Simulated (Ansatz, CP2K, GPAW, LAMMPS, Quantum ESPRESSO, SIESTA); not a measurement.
# Which run comes nearest? Ionic liquid MMIM+ methanesulfonate with Li salt at 400 K (210 atoms)

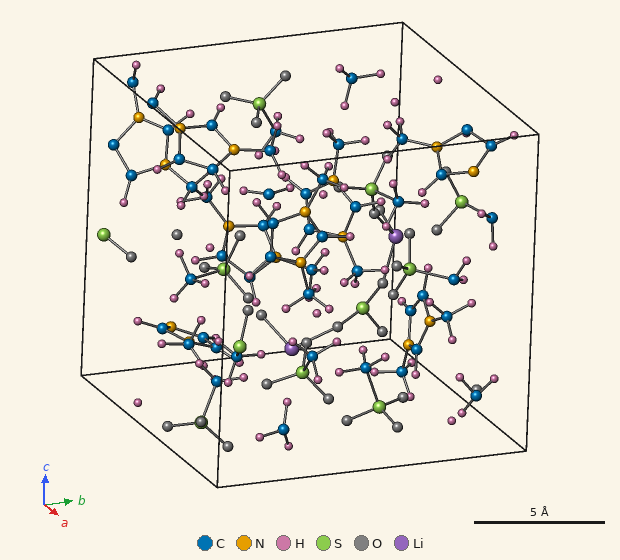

The cell (carbon blue, nitrogen orange, hydrogen pink, sulfur green, oxygen grey, lithium purple). Bonds to atoms that aren't drawn are left out. Some periodic images of atoms are drawn too.

Density of this cell: 1.30 g/cm³. The cell holds 210 atoms: 50 C, 16 N, 102 H, 10 S, 30 O and 2 Li. Cell: a = 13.042 Å, b = 13.042 Å, c = 13.042 Å, α = 90.0°, β = 90.0°, γ = 90.0°. 8 MMIM+, 10 methanesulfonate, 2 Li+ placed at random, at 1.3 g/cm³; overlaps pushed apart, then 10 ps at 700 K with Joung-Cheatham ions (J. Phys. Chem. B 112, 9020 (2008)); MMFF94 bonds, angles, torsions, charges and radii (Halgren, J. Comput. Chem. 17, 490 (1996)) in harmonic and 12-6 forms; charges of ions scaled by 0.8. Snapshot after 30 ps at 400 K and fixed volume.

Geometry: as built.

The reference, a calculation:

- method: Kohn-Sham DFT, PBE, PAW, plane waves (Ansatz 0.2.0); cutoff 420 eV, Γ point, fermi-dirac smearing of 0.05 eV; PAW set soft_2
- r.m.s. force component: 1.144 eV/Å
- longest force: 5.162 eV/Å
- pressure: 3.983 GPa
- gap (highest filled to lowest empty level): 2.383 eV
- SCF cycles: 11
- time: 47 s on 4 threads of Arm Neoverse V2, shared host
- CPU time: 3 min

Q: Estimate the differences from the reference, the CPU time and the memory of each run.
- SIESTA PBE, DZP, shift 0.01 Ry, mesh 500 Ry (SIESTA 5.4.2; 4 MPI ranks)
- CP2K GFN1-xTB, OT DIIS (CP2K 2026.2; 2 threads)
- CP2K PBE, DZVP-MOLOPT-SR, 800/50 Ry, TRS4 filter 1e-04, SCF 1e-05 (CP2K 2026.2; 4 MPI ranks)
- QE PBE, sssp-1.3.0-efficiency, 60/480 Ry (Quantum ESPRESSO 7.5; 4 MPI ranks)
- SIESTA PBE, TZP, shift 0.01 Ry, mesh 500 Ry (SIESTA 5.4.2; 4 MPI ranks)
- CP2K PBE, DZVP-MOLOPT-SR, 800/50 Ry, OT DIIS (CP2K 2026.2; 4 MPI ranks)
- GPAW PBE, LCAO dzp, h 0.18 Å (GPAW 26.7.0; 4 MPI ranks)
- SIESTA PBE, SZ, shift 0.02 Ry, mesh 500 Ry (SIESTA 5.4.2; 2 MPI ranks)
- CP2K PBE, DZVP-MOLOPT-SR, 800/50 Ry, TRS4 filter 1e-03, SCF 1e-04 (CP2K 2026.2; 4 MPI ranks)
- CP2K PBE, DZVP-MOLOPT-SR, 800/50 Ry, TRS4 filter 1e-05, SCF 1e-06 (CP2K 2026.2; 4 MPI ranks)

Differences are against the plane-wave reference, forces as r.m.s. over components; share is that over the reference's r.m.s. force, slope the least-squares factor from reference forces to these. Total energies of different programs have different zeros and aren't compared.

| run | Δ force, r.m.s. (meV/Å) | share (%) | slope | Δ pressure (GPa) | Δ gap (eV) | cores | CPU time | memory (GiB) |
| --- | --- | --- | --- | --- | --- | --- | --- | --- |
| reference | - | - | - | - | - | 4 | 3 min | 3.3 |
| SIESTA PBE, DZP, shift 0.01 Ry, mesh 500 Ry | 661 | 57.8 | 1.273 | 4.16 | -0.0921 | 4 | 7.2 min | 3.5 |
| CP2K GFN1-xTB, OT DIIS | 216 | 18.9 | 0.912 | -3.77 | - | 2 | 24 s | 0.52 |
| CP2K PBE, DZVP-MOLOPT-SR, 800/50 Ry, TRS4 filter 1e-04, SCF 1e-05 (coarse) | 229 | 20.0 | 1.078 | 0.770 | - | 4 | 7.5 min | 6.3 |
| QE PBE, sssp-1.3.0-efficiency, 60/480 Ry | 18.6 | 1.63 | 1.007 | -0.0642 | -0.0017 | 4 | 26 min | 8.6 |
| SIESTA PBE, TZP, shift 0.01 Ry, mesh 500 Ry | 591 | 51.6 | 1.240 | 3.61 | -0.125 | 4 | 9.7 min | 3.9 |
| CP2K PBE, DZVP-MOLOPT-SR, 800/50 Ry, OT DIIS | 133 | 11.6 | 1.062 | 0.709 | -0.213 | 4 | 21 min | 6.5 |
| GPAW PBE, LCAO dzp, h 0.18 Å | 514 | 44.9 | 1.202 | - | -0.370 | 4 | 5.3 min | 3.6 |
| SIESTA PBE, SZ, shift 0.02 Ry, mesh 500 Ry (coarse) | 3435 | 300 | 2.180 | 31.4 | - | 2 | 6.2 min | 1.5 |
| CP2K PBE, DZVP-MOLOPT-SR, 800/50 Ry, TRS4 filter 1e-03, SCF 1e-04 (coarse) | 314 | 27.5 | 1.021 | 0.823 | - | 4 | 4.8 min | 6.3 |
| CP2K PBE, DZVP-MOLOPT-SR, 800/50 Ry, TRS4 filter 1e-05, SCF 1e-06 | 154 | 13.5 | 1.067 | 0.713 | - | 4 | 12 min | 6.4 |

Rows marked coarse were listed beforehand as settings not expected to be converged; some can still land near the reference.

CPU time is summed over cores on a shared host, where runs went side by side, so it is rough. Symmetry, cutoffs, thresholds, outputs and thread counts weren't matched or tuned between programs; memory under MPI is the largest rank's times the ranks.

PBE on plane waves or a grid with other potentials, cutoffs or grids, coarse settings apart, differs from the reference by 1.6 % (QE PBE, sssp-1.3.0-efficiency, 60/480 Ry) of the r.m.s. force; this holds the reference's own error, so differences of a few per cent don't tell which side is nearer the exact PBE result (QE's 60 Ry are 816 eV, against the reference's 420 eV). The PBE runs in local orbitals, coarse settings apart, differ by 12 % (CP2K PBE, DZVP-MOLOPT-SR, 800/50 Ry, OT DIIS) to 58 % (SIESTA PBE, DZP, shift 0.01 Ry, mesh 500 Ry); basis, grid and potentials can all enter. Tight binding differs by 19 % (CP2K GFN1-xTB, OT DIIS); it is another model, with fitted parameters of its own, and the xTB methods hold dispersion. Runs with settings chosen to be coarse differ by 20 % (CP2K PBE, DZVP-MOLOPT-SR, 800/50 Ry, TRS4 filter 1e-04, SCF 1e-05) to 300 % (SIESTA PBE, SZ, shift 0.02 Ry, mesh 500 Ry), their programs' other errors included. Periodic xTB results under one method name differ between programs and library versions. The network of contacts between molecules at the start is that of the classical potential that made the cell, and needn't be the one that DFT or experiment would give. The electronic-structure runs sample only Γ, in a cell whose shortest periodic width is 13 Å.

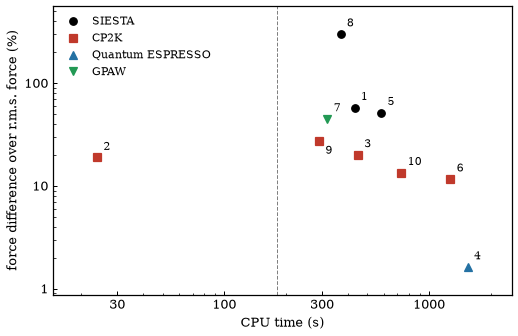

Force difference against CPU time; the dashed line marks the reference's time. Points: 1 SIESTA PBE, DZP, shift 0.01 Ry, mesh 500 Ry; 2 CP2K GFN1-xTB, OT DIIS; 3 CP2K PBE, DZVP-MOLOPT-SR, 800/50 Ry, TRS4 filter 1e-04, SCF 1e-05; 4 QE PBE, sssp-1.3.0-efficiency, 60/480 Ry; 5 SIESTA PBE, TZP, shift 0.01 Ry, mesh 500 Ry; 6 CP2K PBE, DZVP-MOLOPT-SR, 800/50 Ry, OT DIIS; 7 GPAW PBE, LCAO dzp, h 0.18 Å; 8 SIESTA PBE, SZ, shift 0.02 Ry, mesh 500 Ry; 9 CP2K PBE, DZVP-MOLOPT-SR, 800/50 Ry, TRS4 filter 1e-03, SCF 1e-04; 10 CP2K PBE, DZVP-MOLOPT-SR, 800/50 Ry, TRS4 filter 1e-05, SCF 1e-06.

[Hosts, paths, dates, database ids (printed as entryN), source tags and the programs' standing remarks are cut or masked in the printed files.]

[The MMFF94 radii named for the starting cell were scaled by 0.96; in molecules described by MMFF94, hydrogen bound to N, O or S took a small fixed 12-6 site in their place.]
